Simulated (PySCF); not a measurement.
SMILES C[SiH2]O[SiH3] at its GFN2-xTB optimised geometry (Å):

```
12

C      1.7244     1.0643    -0.0574
Si     1.0804    -0.7179     0.0000
O     -0.5415    -0.7179     0.0000
Si    -2.1157    -0.3533     0.0000
H      2.8099     1.0896    -0.0554
H      1.3850     1.5802    -0.9522
H      1.3803     1.6383     0.7993
H      1.4695    -1.4697    -1.1945
H      1.4715    -1.3912     1.2399
H     -2.8099    -1.6383     0.0144
H     -2.3933     0.4135    -1.2143
H     -2.3880     0.4376     1.1999
```

Level of theory: PBE/def2-TZVP (PySCF).

Map of the HOMO−1 amplitude (bohr^(-3/2)) on the plane z = 1.0 Å; orbital energy -6.99 eV, overall sign arbitrary:

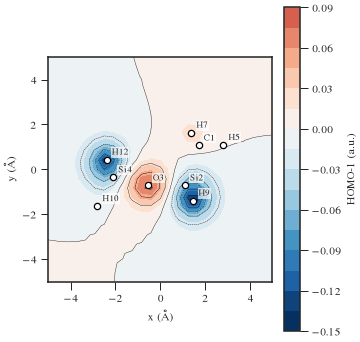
*HOMO−1 amplitude (bohr^(-3/2)) on the plane z = 1.0 Å.*
